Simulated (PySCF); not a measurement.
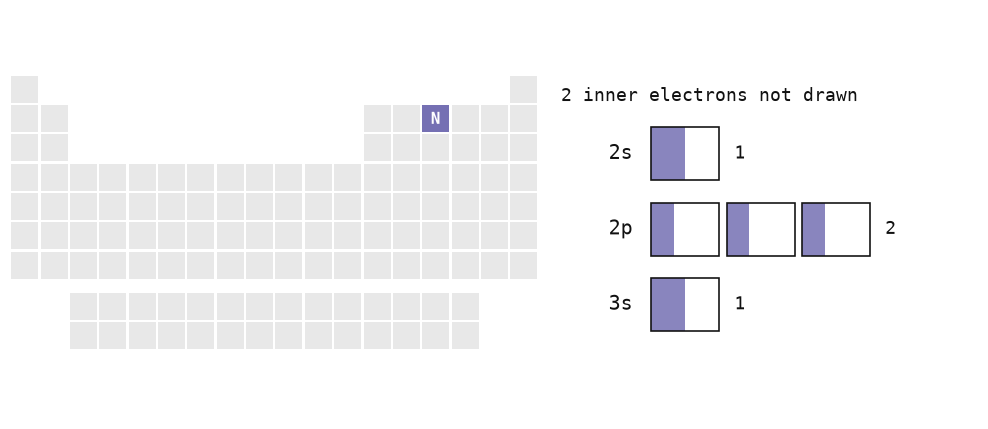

Left, the place of nitrogen in the periodic table; right, the outer shells of the nominal configuration: a box for each of the 2l + 1 orbitals, shaded by the share of the shell that is filled, with the electron count at the right.

N⁺: atomic calculation

- system: N⁺, configuration 1s2 2s1 2p2 3s1, multiplicity 5.
- method: unrestricted M06-2X, aug-cc-pV5Z, non-relativistic, point nucleus (PySCF)

Input:
```python
from pyscf import gto, scf, dft, mp, cc
import basis_set_exchange as bse
mol = gto.M(atom="N 0 0 0", charge=1, spin=4, symmetry="D2h",
            basis=gto.basis.parse(bse.get_basis("aug-cc-pV5Z", elements=["N"], fmt="nwchem")))
mf = dft.UKS(mol, xc="M062X")
mf.irrep_nelec = {'Ag': (3, 1), 'B1u': (1, 0), 'B2u': (1, 0)}
mf.kernel()
```

The script is an equivalent of what the driver set up; the driver started from orbitals of its own, so the log can be shorter than this script's would be, and it computed the properties (radii, ⟨L²⟩, response) afterwards. It held the occupations shell by shell, which the script's counts by irreducible representation don't always enforce.

Hardware: 1 CPU thread, shared host.

Output (extracts):
```
damping factor = 0
level_shift factor = 0
DIIS = <class 'pyscf.scf.diis.CDIIS'>
diis_start_cycle = 1
diis_space = 10
diis_damp = 0
SCF conv_tol = 1e-09
SCF conv_tol_grad = None
number electrons alpha = 5  beta = 1
XC functionals = M062X
    Y. Zhao and D. G. Truhlar.,  Theor. Chem. Acc. 120, 215 (2008)
    Y. Zhao and D. G. Truhlar.,  Theor. Chem. Acc. 120, 215 (2008)
cycle= 1 E= -53.1048803672224  delta_E= -0.00344  |g|= 0.0115  |ddm|= 0.51
cycle= 2 E= -53.1049630043049  delta_E= -8.26e-05  |g|= 0.00261  |ddm|= 0.0862
cycle= 3 E= -53.1049683583629  delta_E= -5.35e-06  |g|= 0.00887  |ddm|= 0.0313
cycle= 4 E= -53.1049723599103  delta_E= -4e-06  |g|= 0.00372  |ddm|= 0.00211
cycle= 5 E= -53.1049733027766  delta_E= -9.43e-07  |g|= 0.00164  |ddm|= 0.00277
cycle= 6 E= -53.104973686888  delta_E= -3.84e-07  |g|= 0.00103  |ddm|= 0.00415
cycle= 7 E= -53.104973688812  delta_E= -1.92e-09  |g|= 0.00133  |ddm|= 0.00229
cycle= 8 E= -53.1049736735715  delta_E= 1.52e-08  |g|= 0.00174  |ddm|= 0.000337
cycle= 9 E= -53.1049737759397  delta_E= -1.02e-07  |g|= 0.00138  |ddm|= 0.000618
cycle= 10 E= -53.1049722920894  delta_E= 1.48e-06  |g|= 0.00557  |ddm|= 0.000799
[... 40 cycles left out ...]
SCF not converged.
SCF energy = -53.1049706279172 after 50 cycles  <S^2> = 6.0000042  2S+1 = 5.0000017

damping factor = 0
level_shift factor = 0.3
DIIS = <class 'pyscf.scf.diis.CDIIS'>
diis_start_cycle = 1
diis_space = 10
diis_damp = 0
SCF conv_tol = 1e-09
SCF conv_tol_grad = None
number electrons alpha = 5  beta = 1
XC functionals = M062X
    Y. Zhao and D. G. Truhlar.,  Theor. Chem. Acc. 120, 215 (2008)
    Y. Zhao and D. G. Truhlar.,  Theor. Chem. Acc. 120, 215 (2008)
[... 42 cycles left out ...]
cycle= 43 E= -53.1049694894702  delta_E= 2.01e-06  |g|= 0.00918  |ddm|= 0.00491
cycle= 44 E= -53.1049734099214  delta_E= -3.92e-06  |g|= 0.00331  |ddm|= 0.00245
cycle= 45 E= -53.1049720430183  delta_E= 1.37e-06  |g|= 0.0061  |ddm|= 0.000774
cycle= 46 E= -53.1049733329909  delta_E= -1.29e-06  |g|= 0.00334  |ddm|= 0.000749
cycle= 47 E= -53.1049736913303  delta_E= -3.58e-07  |g|= 0.00163  |ddm|= 0.00113
cycle= 48 E= -53.1049737174254  delta_E= -2.61e-08  |g|= 0.0014  |ddm|= 0.00043
cycle= 49 E= -53.104973799238  delta_E= -8.18e-08  |g|= 0.000711  |ddm|= 0.000315
cycle= 50 E= -53.1049737293371  delta_E= 6.99e-08  |g|= 0.00142  |ddm|= 0.000295
cycle= 51 E= -53.1049737610447  delta_E= -3.17e-08  |g|= 0.0011  |ddm|= 0.000423
cycle= 52 E= -53.1049736757647  delta_E= 8.53e-08
```

What the run reported:

```
      quantity                    value
       outcome            not converged
  total energy       −53.104974 hartree
kinetic energy        53.024926 hartree
          ⟨S²⟩                    6.000
          ⟨L²⟩                     2.01
SCF iterations                      170
      CPU time  2 min (integrals apart)
```

What went wrong:

The run did not meet its convergence test in 170 iterations, so its last values are not results. This is not the ground configuration of the species.
